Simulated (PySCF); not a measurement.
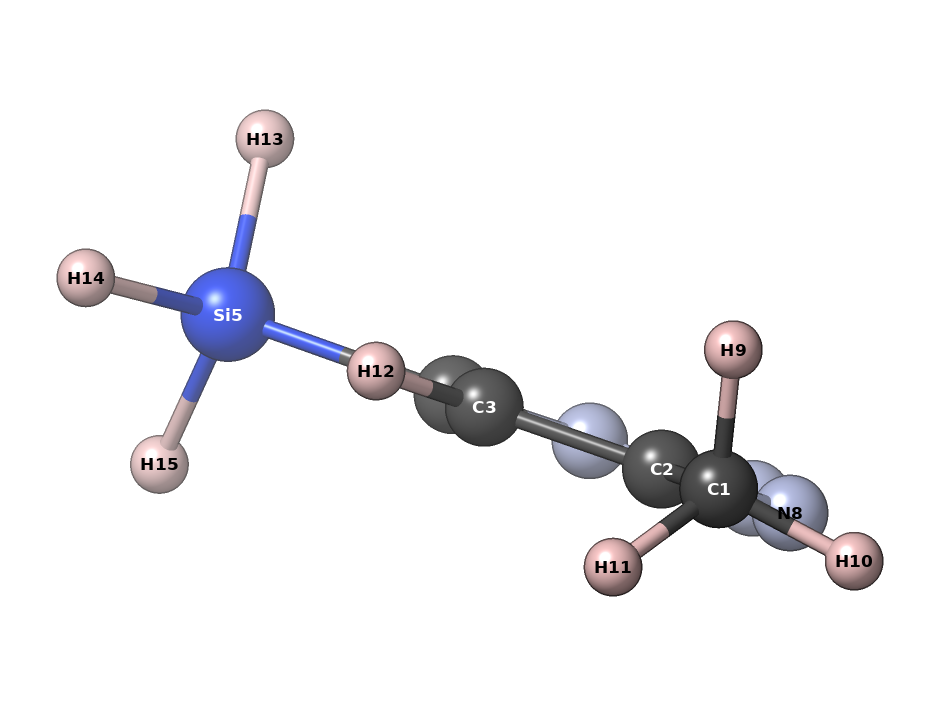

C2 lies behind C1. The molecule seen a little off the C1–C2 bond, C1 in front. Distant atoms are faded towards the background colour. The geometry was computed by an optimisation with PBE0-D3(BJ)/def2-SVP. No frequency run is at hand to confirm it as a minimum.

> What is the torsion angle H9–C1–C2–N8? The sign is positive where the front bond must turn clockwise to cover the back bond.

110°, anticlinal.
